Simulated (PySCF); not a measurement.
**PBE0/STO-6G run of AlH2ClF− (SMILES [F][AlH2-][Cl])**

Aim: the vertical ionisation energy of AlH2ClF− at PBE0/STO-6G, from 2 runs. 

The results are computed with PySCF 2.14.0.

5 further runs of the same task are left out: 5 set aside as unsound or not needed.

## (1) The structure to begin with

AlH2ClF−: 5 atoms, total charge -1, spin state singlet. SMILES: `[F][AlH2-][Cl]`. The shape comes from GFN2-xTB, which is rough for such elements, and wasn't checked as a minimum.

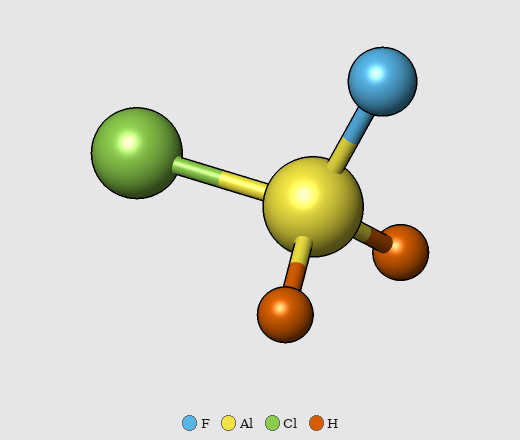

Viewed from a chosen angle; fluorine blue, aluminium yellow, chlorine green, hydrogen orange.

## (2) A single-point energy at PBE0/STO-6G

mol.xyz

```xyz
5
AlClFH2
F     -1.193270     0.114160     1.228710
Al    -0.086940     0.062310    -0.052380
Cl     1.653880    -0.992940     0.511330
H     -0.732650    -0.721820    -1.269020
H      0.358980     1.538300    -0.418630
```

calc.py

```python
from pyscf import gto, dft

molecule = gto.M(
    atom='mol.xyz',
    charge=-1,
    basis='sto-6g',
    verbose=3,
    max_memory=1860,
)

mf = dft.RKS(molecule)
mf.xc = 'pbe0'
mf.conv_tol = 1e-10
mf.grids.level = 5
mf.kernel()
if not mf.converged:
    mf = mf.newton().run(mf.mo_coeff, mf.mo_occ)

energy = mf.e_tot
print('E(%s) = %.9f' % ('PBE0', energy))
```

Launch:

```bash
$ OMP_NUM_THREADS=1 python calc.py
```

Log:

```text
converged SCF energy = -800.340795867174
E(PBE0) = -800.340795867
```

It took 3.9 s on 1 thread of Arm Neoverse V2, shared host; peak memory 0.22 GiB.

## (3) Doublet neutral AlH2ClF at the same level

input.py

```python
from pyscf import gto, dft

molecule = gto.M(
    atom=[
    ('F', (-1.193270, 0.114160, 1.228710)),
    ('Al', (-0.086940, 0.062310, -0.052380)),
    ('Cl', (1.653880, -0.992940, 0.511330)),
    ('H', (-0.732650, -0.721820, -1.269020)),
    ('H', (0.358980, 1.538300, -0.418630)),
],
    verbose=4,
    charge=0,
    max_memory=1860,
    spin=1,
    basis='sto-6g',
)

myscf = dft.UKS(molecule)
myscf.xc = 'pbe0'
myscf.grids.level = 5
myscf.conv_tol = 1e-10
myscf.kernel()
if not myscf.converged:
    myscf = myscf.newton().run(myscf.mo_coeff, myscf.mo_occ)

e_final = myscf.e_tot
print(f'total energy: {e_final:.8f} hartree')
```

Launch:

```bash
$ OMP_NUM_THREADS=1 python input.py
```

Log:

```text
PySCF version 2.14.0

[INPUT] num. atoms = 5
[INPUT] num. electrons = 41
[INPUT] charge = 0
[INPUT] spin (= nelec alpha-beta = 2S) = 1
[INPUT] symmetry False subgroup None
[INPUT] Mole.unit = angstrom
[INPUT] Symbol           X                Y                Z      unit          X                Y                Z       unit  Magmom
[INPUT]  1 F     -1.193270000000   0.114160000000   1.228710000000 AA   -2.254953492660   0.215731134380   2.321925386514 Bohr   0.0
[INPUT]  2 Al    -0.086940000000   0.062310000000  -0.052380000000 AA   -0.164292789270   0.117748834822  -0.098983854405 Bohr   0.0
[INPUT]  3 Cl     1.653880000000  -0.992940000000   0.511330000000 AA    3.125380242896  -1.876384658126   0.966273659274 Bohr   0.0
[INPUT]  4 H     -0.732650000000  -0.721820000000  -1.269020000000 AA   -1.384507845163  -1.364042111234  -2.398100246596 Bohr   0.0
[INPUT]  5 H      0.358980000000   1.538300000000  -0.418630000000 AA    0.678373884196   2.906965697418  -0.791096047527 Bohr   0.0

nuclear repulsion = 136.186831982368
number of shells = 15
number of NR pGTOs = 150
number of NR cGTOs = 25
basis = sto-6g
ecp = {}

[... 90 lines left out ...]
converged SCF energy = -800.311728516949  <S^2> = 0.75763366  2S+1 = 2.0076191
total energy: -800.31172852 hartree
```

Run time: 8.4 s. Hardware: 1 thread of Arm Neoverse V2, shared host; peak memory 0.23 GiB.

## (4) Results

At PBE0/STO-6G:

| quantity | value |
| --- | --- |
| singlet AlH2ClF−: total energy | -800.34080 Eh |
| singlet AlH2ClF−: HOMO energy | 2.74 eV |
| singlet AlH2ClF−: LUMO energy | 15.01 eV |
| singlet AlH2ClF−: HOMO–LUMO gap (to an unbound level, set by the basis) | 12.27 eV |
| doublet neutral AlH2ClF: total energy | -800.31173 Eh |
| doublet neutral AlH2ClF: dipole moment | 3.11 D |
| doublet neutral AlH2ClF: HOMO energy (highest over α and β) | -5.95 eV |
| doublet neutral AlH2ClF: LUMO energy (lowest over α and β) | -3.91 eV |
| doublet neutral AlH2ClF: ⟨S²⟩ | 0.758 |
| vertical detachment energy (to the doublet neutral) | 0.791 eV |

In words: The vertical ionisation energy comes to 0.79 eV (76.3 kJ/mol). −ε(HOMO) before ionisation, -2.74 eV, is 3.53 eV below this ionisation energy. In a minimal basis such a difference can be off by several eV, whatever the method. Mulliken charges (singlet AlH2ClF−) run from -0.63 on Cl3 to +0.73 on Al2. The HOMO (singlet AlH2ClF−) lies at positive energy, 2.74 eV; only total energies tell whether the electron is bound.
